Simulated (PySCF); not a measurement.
C4H9FSi (SMILES C/C([SiH3])=C\CF)

```xyz
15

C     0.1718    1.5042    0.2280
C     0.3591    0.0403   -0.0401
Si    2.1380   -0.5286   -0.3293
C    -0.6551   -0.8184   -0.0658
C    -2.1018   -0.4912    0.1528
F    -2.8713   -1.6238    0.0363
H     0.6983    1.7798    1.1411
H    -0.8744    1.7793    0.3340
H     0.6051    2.0877   -0.5833
H     2.1508   -1.9557   -0.6426
H     2.7008    0.2440   -1.4408
H     2.9211   -0.2651    0.8819
H    -0.4777   -1.8671   -0.2584
H    -2.4816    0.2170   -0.5949
H    -2.2875   -0.0944    1.1592
```

Geometry: GFN2-xTB.

Method: wB97X-D/def2-SVPD, SCF density, gas phase in PySCF 2.14.0.

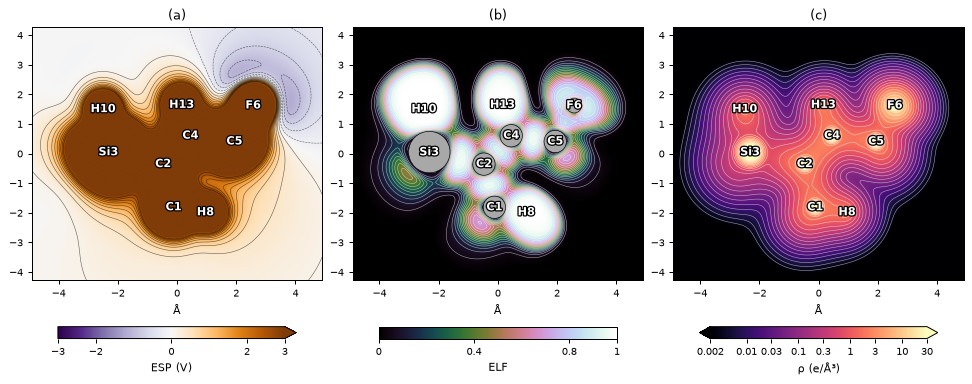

Figure 1. (a) molecular electrostatic potential; (b) electron localisation function; (c) total electron density on the plane of atoms C2, C4 and C5. Grey discs cover the atomic cores in the ELF map.

Question: Interpret the plot.

Answer: The plane passes through C, Si, F and H nuclei.
C–C (1.33 Å): ρ is about 2.3 e/Å³ halfway; the ELF peaks at about 0.90 between the atoms: a short, multiple covalent bond.
C–F (1.37 Å): the density is about 2.1 e/Å³ at the midpoint, with its minimum of 1.6 e/Å³ about 0.5 Å from C; the ELF peaks at about 0.85 between the atoms; a polar covalent bond.
C–Si (1.89 Å): ρ at the midpoint is about 0.95 e/Å³; the ELF peaks at about 0.95 between the atoms (localised, covalent bonding).
C–H (1.08 Å): ρ at the midpoint is about 2 e/Å³; the ELF climbs to about 1 towards the hydrogen, as it does in any bond to H; an ordinary covalent bond to hydrogen.
C–C (1.50 Å): ρ at the midpoint is about 1.8 e/Å³; the ELF peaks at about 0.95 between the atoms, as expected for localised, covalent bonding.
The ELF also peaks beside F6, away from the bonds: lone-pair regions.
Outside the dense part of the molecule the potential is most negative (−1.2 V) near F6.

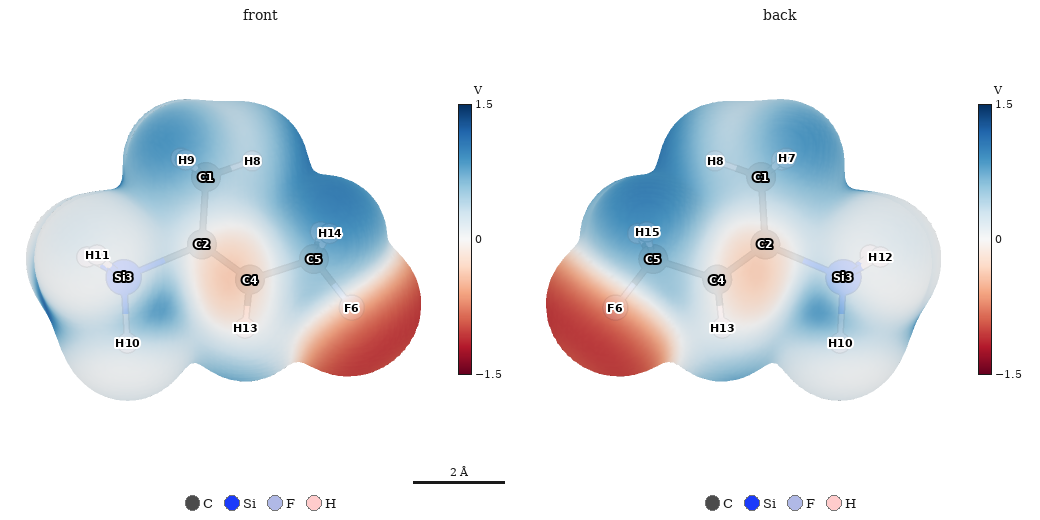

Figure 2. The molecular electrostatic potential painted on the density surface at 0.002 e/bohr³, seen from the front and from behind; the colour scale runs from red (negative) to blue (positive).

Question: Which sites attract a positive test charge, and which a negative one?

Answer: A positive charge is drawn to the negative regions and a negative charge to the positive ones. The most negative region (about −1.1 V) lies over F6, the most positive (about +1.1 V) over Si3 and H8.

Question: How polar is the molecule by this calculation?

Answer: Its dipole moment is 1.95 D.
